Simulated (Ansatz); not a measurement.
# Run report: C2H10SSi2, nudged elastic band

- system: C2H10SSi2, SMILES CS[SiH](C)[SiH3]
- method: RKS PBE/def2-SVP (Ansatz 0.2.0)

It belongs to a series of runs on one base structure; here: band between the two ends. Figures and captions count atoms from 1; the log counts them from 0 in places.

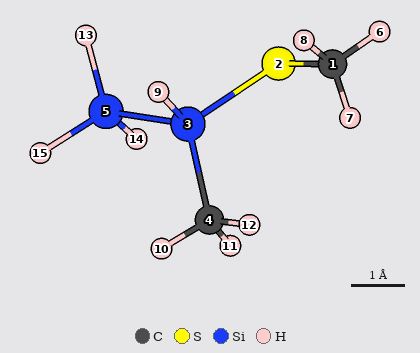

**Figure 1.** The starting structure (ball-and-stick view, seen at a tilt; atoms are numbered from 1 in the order of the input). Bond lengths as drawn: C–H 1.11 Å, C–S 1.84 Å, C–Si 1.90 Å, H–Si 1.50 to 1.51 Å, Si–Si 2.36 Å and S–Si 2.17 Å.

Input file:
```yaml
crystal:
  periodic: [false, false, false]
  atoms:
    - { symbol: C, position_ang: [-1.52631, 0.786059, 2.134695] }
    - { symbol: S, position_ang: [0.231351, 0.820522, 1.592907] }
    - { symbol: Si, position_ang: [0.050227, 0.182838, -0.470173] }
    - { symbol: C, position_ang: [-0.511431, -1.620475, -0.643135] }
    - { symbol: Si, position_ang: [2.195101, 0.528396, -1.385964] }
    - { symbol: H, position_ang: [-1.539986, 1.150853, 3.179593] }
    - { symbol: H, position_ang: [-1.943117, -0.239781, 2.113561] }
    - { symbol: H, position_ang: [-2.151439, 1.458152, 1.514497] }
    - { symbol: H, position_ang: [-0.952938, 1.068901, -1.17427] }
    - { symbol: H, position_ang: [-0.594315, -1.897634, -1.714626] }
    - { symbol: H, position_ang: [0.210366, -2.305308, -0.155173] }
    - { symbol: H, position_ang: [-1.505828, -1.772343, -0.175464] }
    - { symbol: H, position_ang: [2.581402, 1.981393, -1.324408] }
    - { symbol: H, position_ang: [3.221183, -0.279405, -0.635033] }
    - { symbol: H, position_ang: [2.213837, 0.087033, -2.827706] }
basis:
  gaussian: { orbitals: def2-SVP }
hamiltonian:
  xc: pbe
neb:
  order_check: false
  images: 7
  f_tol: 0.03
  max_iterations: 60
  initial_path: idpp
  spring: { min: 2.0, max: 10.0 }
  final_atoms:
    - { symbol: C, position_ang: [-1.49889078, 0.71692353, 2.17963597] }
    - { symbol: S, position_ang: [0.26021545, 0.70731855, 1.64178654] }
    - { symbol: Si, position_ang: [0.05944772, 0.2069122, -0.456825] }
    - { symbol: C, position_ang: [-0.57583077, -1.55679153, -0.74437514] }
    - { symbol: Si, position_ang: [2.21950107, 0.52191248, -1.34851462] }
    - { symbol: H, position_ang: [-2.09556039, 1.44110549, 1.59044166] }
    - { symbol: H, position_ang: [-1.50122503, 1.03257553, 3.24057268] }
    - { symbol: H, position_ang: [-1.95545182, -0.28994461, 2.10997552] }
    - { symbol: H, position_ang: [-0.90463057, 1.17558332, -1.10465902] }
    - { symbol: H, position_ang: [-0.66314456, -1.76263027, -1.83150687] }
    - { symbol: H, position_ang: [0.1128255, -2.30062053, -0.29679612] }
    - { symbol: H, position_ang: [-1.57895025, -1.69476435, -0.291283] }
    - { symbol: H, position_ang: [2.65899043, 1.9540655, -1.20423677] }
    - { symbol: H, position_ang: [3.21196679, -0.36461455, -0.64185321] }
    - { symbol: H, position_ang: [2.2288402, 0.16217024, -2.81306163] }
```

Hardware: 2 threads of AMD EPYC (Zen 5), 16 GiB of memory available, shared host.

Run as:
```bash
ansatz run input.yaml --threads 2 --pin off --max-ram 3072MiB --backend cpu --events-out ev --progress --plain --runs-dir out
```

What the program printed:
```
Engine: ansatz 0.2.0, x86_64-unknown-linux-gnu
Functional definition: PBE
  parameter kappa = 0.804
  parameter beta = 0.06672455060314922
  exchange = pbe_x(kappa = kappa, mu = beta*pi^2/3)
  correlation = pbe_c(beta = beta)
1493 factors; their error is unknown
mean field evaluation 1: about -28791.3630 eV, gradient 6.6e1 eV
mean field evaluation 2: about -28774.1062 eV, gradient 9.7e1 eV
mean field evaluation 4: about -28802.3296 eV, gradient 4.7e0 eV
mean field evaluation 8: about -28802.3000 eV, gradient 2.0e-1 eV
mean field evaluation 16: about -28802.3001 eV, gradient 5.7e-5 eV
mean field -28802.30005586 eV, -1058.4650041528 hartree, gradient 5.7e-5 eV, S^2 0.000000; 0 other end points of the search recorded, 0 dependent functions left out
the calculation of the forces begins
reference -28802.30009888 eV, -1058.4650057335 hartree; 33, 33 occupied and 99, 99 virtual orbitals, 1493 factors
1493 factors; their error is unknown
mean field evaluation 32: about -28802.3001 eV, gradient 1.7e-4 eV
mean field -28802.30008455 eV, -1058.4650052069 hartree, gradient 5.6e-5 eV, S^2 0.000000; 0 other end points of the search recorded, 0 dependent functions left out
[... from here on the field's lines of each further geometry are left out, up to the last ...]
NEB iter   1: max|band force component| = 9.453e-1 eV/Å  barrier→ = 0.1554 eV  barrier← = 0.1554 eV  Δτ_max = 0.1904 Å  (248 SCF iters)
NEB iter   2: max|band force component| = 4.227e-1 eV/Å  barrier→ = 0.0460 eV  barrier← = 0.0461 eV  CI = image 4  Δτ_max = 0.1101 Å  (193 SCF iters)
NEB iter   3: max|band force component| = 1.752e-1 eV/Å  barrier→ = 0.0424 eV  barrier← = 0.0424 eV  CI = image 4  Δτ_max = 0.0408 Å  (200 SCF iters)
NEB iter   4: max|band force component| = 5.041e-2 eV/Å  barrier→ = 0.0383 eV  barrier← = 0.0383 eV  CI = image 4  Δτ_max = 0.0067 Å  (208 SCF iters)
the calculation of the forces begins
reference -28802.28881085 eV, -1058.4645909062 hartree; 33, 33 occupied and 99, 99 virtual orbitals, 1493 factors
1493 factors; their error is unknown
mean field -28802.26197695 eV, -1058.4636047786 hartree, gradient 1.6e-5 eV, S^2 0.000000; 1 other end points of the search recorded, 0 dependent functions left out
the calculation of the forces begins
reference -28802.26202062 eV, -1058.4636063836 hartree; 33, 33 occupied and 99, 99 virtual orbitals, 1493 factors
NEB iter   5: max|band force component| = 1.793e-2 eV/Å  barrier→ = 0.0381 eV  barrier← = 0.0381 eV  CI = image 4  Δτ_max = 0.0000 Å  (355 SCF iters)
```

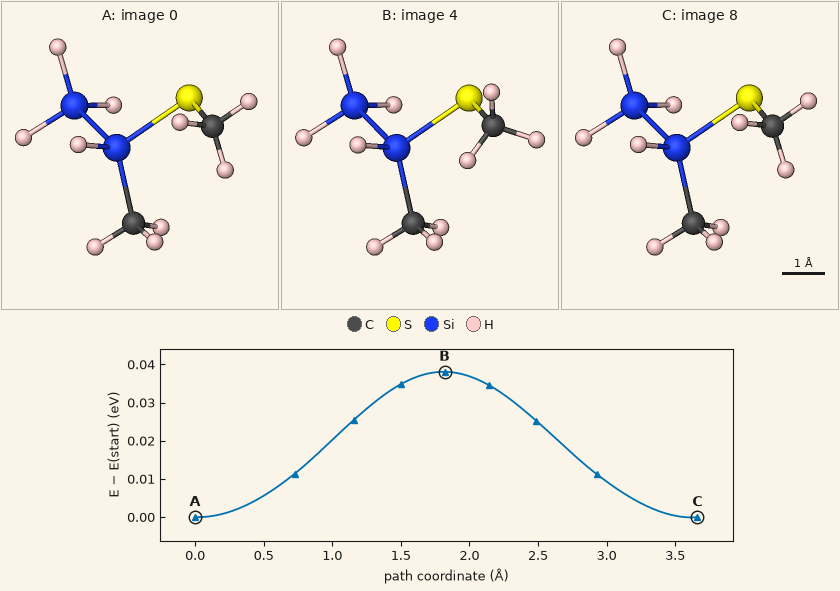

**Figure 2.** Images of the last band (counted from 0; ball-and-stick, seen at a tilt) above the energy along the path; the line is a cubic interpolation that uses the forces. The highest image is number 4, 0.038 eV above the start and 0.038 eV above the end (the climbing image); start and end have the same energy. The path is 3.66 Å long. The band converged in 5 iterations.

```
Total energy: -28802.26202062 eV, -1058.4636063836 hartree
Atom 0 at    -1.517863     0.534273     2.242244 Å, force    -0.016714     0.000374     0.009105 eV/Å
Atom 1 at     0.248313     0.496635     1.710264 Å, force     0.006375    -0.003538     0.000698 eV/Å
Atom 2 at     0.078655     0.256659    -0.434016 Å, force     0.004238     0.003329    -0.000259 eV/Å
Atom 3 at    -0.624451    -1.429229    -0.942356 Å, force    -0.002256    -0.001487    -0.000370 eV/Å
Atom 4 at     2.275669     0.566626    -1.232059 Å, force    -0.001928     0.002967    -0.004363 eV/Å
Atom 5 at    -1.737201     1.516582     2.703437 Å, force     0.004472    -0.002192    -0.005538 eV/Å
Atom 6 at    -1.687527    -0.265435     2.988835 Å, force     0.005357     0.001811    -0.005969 eV/Å
Atom 7 at    -2.209802     0.379325     1.392303 Å, force     0.001482     0.000995    -0.000432 eV/Å
Atom 8 at    -0.820046     1.336629    -0.992993 Å, force    -0.001369    -0.000317     0.002383 eV/Å
Atom 9 at    -0.695704    -1.499328    -2.047853 Å, force    -0.000639    -0.000345     0.000291 eV/Å
Atom 10 at     0.021227    -2.251476    -0.574890 Å, force     0.000222     0.000458     0.000727 eV/Å
Atom 11 at    -1.642176    -1.575246    -0.525510 Å, force    -0.000669    -0.001457    -0.000220 eV/Å
Atom 12 at     2.779547     1.947719    -0.911480 Å, force     0.001717     0.000206    -0.000567 eV/Å
Atom 13 at     3.206272    -0.446237    -0.618059 Å, force    -0.000756     0.000268     0.002715 eV/Å
Atom 14 at     2.303190     0.381702    -2.728567 Å, force     0.000468    -0.001070     0.001797 eV/Å
Dipole moment:    -0.380083    -0.151719    -0.058328 e Å
this run last wrote the band of iteration 5 to [file]
```

The last band as extended XYZ (Å, eV, eV/Å):
```
15
Properties=species:S:1:pos:R:3:forces:R:3 image=0 energy=-28802.30006
C    -1.5263    0.7861    2.1347   -0.0007   0.0035  -0.0005
S     0.2314    0.8205    1.5929   -0.0035  -0.0016  -0.0010
Si    0.0502    0.1828   -0.4702    0.0022  -0.0015   0.0037
C    -0.5114   -1.6205   -0.6431   -0.0017  -0.0002  -0.0014
Si    2.1951    0.5284   -1.3860   -0.0005  -0.0005   0.0004
H    -1.5400    1.1509    3.1796    0.0000  -0.0020   0.0008
H    -1.9431   -0.2398    2.1136    0.0017   0.0004   0.0015
H    -2.1514    1.4582    1.5145    0.0008  -0.0014  -0.0014
H    -0.9529    1.0689   -1.1743   -0.0008   0.0009   0.0008
H    -0.5943   -1.8976   -1.7146    0.0012   0.0006  -0.0006
H     0.2104   -2.3053   -0.1552    0.0000   0.0006   0.0004
H    -1.5058   -1.7723   -0.1755    0.0010   0.0011  -0.0006
H     2.5814    1.9814   -1.3244    0.0009   0.0006  -0.0023
H     3.2212   -0.2794   -0.6350   -0.0004   0.0005   0.0004
H     2.2138    0.0870   -2.8277   -0.0001  -0.0010  -0.0003
15
Properties=species:S:1:pos:R:3:forces:R:3 image=1 energy=-28802.28868
C    -1.5149    0.7004    2.1783   -0.0017  -0.0031  -0.0003
S     0.2399    0.7623    1.6233   -0.0027   0.0056  -0.0007
Si    0.0586    0.2104   -0.4627    0.0024   0.0002   0.0006
C    -0.5551   -1.5628   -0.7356   -0.0003  -0.0008   0.0033
Si    2.2216    0.5392   -1.3423   -0.0017   0.0018  -0.0037
H    -1.6043    1.3840    3.0441    0.0047  -0.0108   0.0093
H    -1.7986   -0.3215    2.4966   -0.0040  -0.0030  -0.0172
H    -2.2042    1.0488    1.3842    0.0013   0.0169   0.0017
H    -0.9147    1.1555   -1.1319   -0.0013  -0.0025  -0.0006
H    -0.6325   -1.7770   -1.8220    0.0008  -0.0029   0.0027
H     0.1363   -2.2980   -0.2780    0.0019   0.0008   0.0032
H    -1.5603   -1.7039   -0.2884    0.0008  -0.0017   0.0020
H     2.6473    1.9762   -1.2078    0.0021   0.0002  -0.0015
H     3.2190   -0.3324   -0.6250   -0.0019  -0.0002   0.0010
H     2.2401    0.1680   -2.8038   -0.0003  -0.0004   0.0002
15
Properties=species:S:1:pos:R:3:forces:R:3 image=2 energy=-28802.27452
C    -1.5136    0.6399    2.2074   -0.0104  -0.0013   0.0039
S     0.2441    0.6831    1.6536    0.0019   0.0055  -0.0017
Si    0.0651    0.2276   -0.4548    0.0036   0.0002  -0.0003
C    -0.5815   -1.5186   -0.8112   -0.0005  -0.0015   0.0036
Si    2.2415    0.5502   -1.3035   -0.0025   0.0035  -0.0057
H    -1.6594    1.4686    2.9267    0.0069  -0.0102   0.0101
H    -1.7395   -0.3204    2.7102   -0.0024  -0.0060  -0.0188
H    -2.2130    0.7856    1.3613    0.0020   0.0188  -0.0014
H    -0.8823    1.2201   -1.0912   -0.0027  -0.0031   0.0004
H    -0.6574   -1.6812   -1.9066    0.0008  -0.0031   0.0028
H     0.0926   -2.2876   -0.3843    0.0019   0.0006   0.0035
H    -1.5917   -1.6602   -0.3752    0.0006  -0.0022   0.0021
H     2.6961    1.9702   -1.1009    0.0025   0.0000  -0.0012
H     3.2156   -0.3746   -0.6218   -0.0021  -0.0004   0.0019
H     2.2616    0.2464   -2.7805    0.0003  -0.0007   0.0008
15
Properties=species:S:1:pos:R:3:forces:R:3 image=3 energy=-28802.26520
C    -1.5157    0.5867    2.2274   -0.0181  -0.0026   0.0090
S     0.2467    0.5919    1.6832    0.0059   0.0037  -0.0013
Si    0.0717    0.2424   -0.4453    0.0047  -0.0001  -0.0007
C    -0.6030   -1.4755   -0.8788   -0.0016  -0.0022   0.0021
Si    2.2590    0.5597   -1.2671   -0.0024   0.0043  -0.0056
H    -1.7022    1.5048    2.8171    0.0073  -0.0057   0.0040
H    -1.7104   -0.2995    2.8620    0.0019  -0.0034  -0.0136
H    -2.2128    0.5751    1.3674    0.0025   0.0125  -0.0032
H    -0.8515    1.2793   -1.0451   -0.0027  -0.0019   0.0015
H    -0.6763   -1.5921   -1.9803    0.0002  -0.0016   0.0017
H     0.0568   -2.2718   -0.4805    0.0010   0.0003   0.0020
H    -1.6172   -1.6195   -0.4528    0.0000  -0.0019   0.0008
H     2.7388    1.9613   -1.0030    0.0024  -0.0001  -0.0009
H     3.2114   -0.4111   -0.6195   -0.0014  -0.0002   0.0025
H     2.2827    0.3175   -2.7554    0.0003  -0.0011   0.0016
15
Properties=species:S:1:pos:R:3:forces:R:3 image=4 energy=-28802.26198
C    -1.5179    0.5343    2.2422   -0.0167   0.0004   0.0091
S     0.2483    0.4966    1.7103    0.0064  -0.0035   0.0007
Si    0.0787    0.2567   -0.4340    0.0042   0.0033  -0.0003
C    -0.6245   -1.4292   -0.9424   -0.0023  -0.0015  -0.0004
Si    2.2757    0.5666   -1.2321   -0.0019   0.0030  -0.0044
H    -1.7372    1.5166    2.7034    0.0045  -0.0022  -0.0055
H    -1.6875   -0.2654    2.9888    0.0054   0.0018  -0.0060
H    -2.2098    0.3793    1.3923    0.0015   0.0010  -0.0004
H    -0.8200    1.3366   -0.9930   -0.0014  -0.0003   0.0024
H    -0.6957   -1.4993   -2.0479   -0.0006  -0.0003   0.0003
H     0.0212   -2.2515   -0.5749    0.0002   0.0005   0.0007
H    -1.6422   -1.5752   -0.5255   -0.0007  -0.0015  -0.0002
H     2.7795    1.9477   -0.9115    0.0017   0.0002  -0.0006
H     3.2063   -0.4462   -0.6181   -0.0008   0.0003   0.0027
H     2.3032    0.3817   -2.7286    0.0005  -0.0011   0.0018
15
Properties=species:S:1:pos:R:3:forces:R:3 image=5 energy=-28802.26544
C    -1.5167    0.4814    2.2537   -0.0036  -0.0008   0.0079
S     0.2513    0.3910    1.7349   -0.0005  -0.0039   0.0034
Si    0.0852    0.2696   -0.4205    0.0030   0.0007   0.0033
C    -0.6470   -1.3798   -1.0032   -0.0010   0.0007  -0.0016
Si    2.2893    0.5722   -1.2010   -0.0008   0.0015  -0.0022
H    -1.7615    1.5110    2.5792    0.0025   0.0015  -0.0164
H    -1.6646   -0.2141    3.1020    0.0072   0.0066   0.0024
H    -2.2036    0.1887    1.4368   -0.0036  -0.0100   0.0016
H    -0.7903    1.3930   -0.9278   -0.0002   0.0010   0.0027
H    -0.7160   -1.4045   -2.1107   -0.0019   0.0026  -0.0017
H    -0.0153   -2.2261   -0.6673   -0.0013   0.0004  -0.0020
H    -1.6679   -1.5274   -0.5948   -0.0015  -0.0003  -0.0019
H     2.8184    1.9288   -0.8220    0.0011   0.0006  -0.0003
H     3.1975   -0.4831   -0.6262    0.0010   0.0008   0.0025
H     2.3194    0.4484   -2.7038   -0.0004  -0.0013   0.0022
15
Properties=species:S:1:pos:R:3:forces:R:3 image=6 energy=-28802.27480
C    -1.5135    0.4244    2.2628    0.0066   0.0028  -0.0001
S     0.2539    0.2958    1.7547   -0.0055  -0.0077   0.0033
Si    0.0922    0.2823   -0.4054    0.0035   0.0020   0.0028
C    -0.6720   -1.3250   -1.0612    0.0001   0.0025  -0.0014
Si    2.3028    0.5741   -1.1704   -0.0002  -0.0001  -0.0013
H    -1.7903    1.4823    2.4366   -0.0017   0.0014  -0.0206
H    -1.6300   -0.1421    3.2064    0.0055   0.0093   0.0088
H    -2.1943   -0.0132    1.5077   -0.0045  -0.0173   0.0081
H    -0.7587    1.4460   -0.8606    0.0006   0.0018   0.0039
H    -0.7393   -1.3002   -2.1687   -0.0028   0.0037  -0.0023
H    -0.0569   -2.1970   -0.7621   -0.0019   0.0009  -0.0027
H    -1.6964   -1.4713   -0.6610   -0.0020   0.0003  -0.0024
H     2.8581    1.9027   -0.7340    0.0004   0.0009  -0.0001
H     3.1882   -0.5223   -0.6385    0.0019   0.0009   0.0023
H     2.3344    0.5126   -2.6769   -0.0001  -0.0013   0.0017
15
Properties=species:S:1:pos:R:3:forces:R:3 image=7 energy=-28802.28877
C    -1.5104    0.3604    2.2691    0.0181   0.0092  -0.0048
S     0.2563    0.2098    1.7712   -0.0119  -0.0075   0.0014
Si    0.1004    0.2953   -0.3885    0.0051   0.0007  -0.0010
C    -0.7000   -1.2617   -1.1188    0.0012   0.0037   0.0005
Si    2.3182    0.5707   -1.1384   -0.0001  -0.0008  -0.0004
H    -1.8399    1.4173    2.2414   -0.0046  -0.0035  -0.0160
H    -1.5830   -0.0146    3.3077    0.0008   0.0090   0.0104
H    -2.1740   -0.2529    1.6297   -0.0048  -0.0181   0.0094
H    -0.7228    1.4988   -0.7885    0.0006   0.0019   0.0046
H    -0.7625   -1.1842   -2.2241   -0.0022   0.0035  -0.0017
H    -0.1070   -2.1613   -0.8593   -0.0017   0.0009  -0.0025
H    -1.7292   -1.4013   -0.7288   -0.0024   0.0006  -0.0021
H     2.9025    1.8658   -0.6430    0.0000   0.0010  -0.0003
H     3.1777   -0.5677   -0.6541    0.0017   0.0007   0.0017
H     2.3516    0.5748   -2.6461    0.0003  -0.0013   0.0009
15
Properties=species:S:1:pos:R:3:forces:R:3 image=8 energy=-28802.30008
C    -1.4995    0.4593    2.2481   -0.0081  -0.0023  -0.0054
S     0.2651    0.4554    1.7285   -0.0003   0.0002   0.0008
Si    0.0739    0.2675   -0.4216    0.0016  -0.0006  -0.0045
C    -0.6254   -1.4102   -0.9632   -0.0049   0.0020   0.0005
Si    2.2565    0.6188   -1.2417    0.0033  -0.0002   0.0034
H    -2.0595    1.2835    1.7636    0.0038  -0.0046   0.0046
H    -1.5042    0.6205    3.3432   -0.0007  -0.0005  -0.0025
H    -1.9938   -0.5081    2.0316    0.0049   0.0068   0.0018
H    -0.8429    1.3567   -0.9321    0.0004   0.0015   0.0025
H    -0.7057   -1.4554   -2.0693    0.0024  -0.0007   0.0009
H     0.0277   -2.2374   -0.6210    0.0025  -0.0024  -0.0009
H    -1.6392   -1.5707   -0.5426    0.0005   0.0006   0.0001
H     2.7492    1.9969   -0.8908    0.0005  -0.0033  -0.0029
H     3.2041   -0.3987   -0.6610   -0.0037   0.0044  -0.0017
H     2.2720    0.4712   -2.7425   -0.0024  -0.0009   0.0032
```

Summary:

| quantity | value |
| --- | --- |
| outcome | converged |
| barrier, forward | 0.038 eV |
| barrier, backward | 0.038 eV |
| wall time | 44 s (CPU time 85 s) |
| peak memory | 0.2 GiB |

Notes:

The order of the saddle point was not checked.
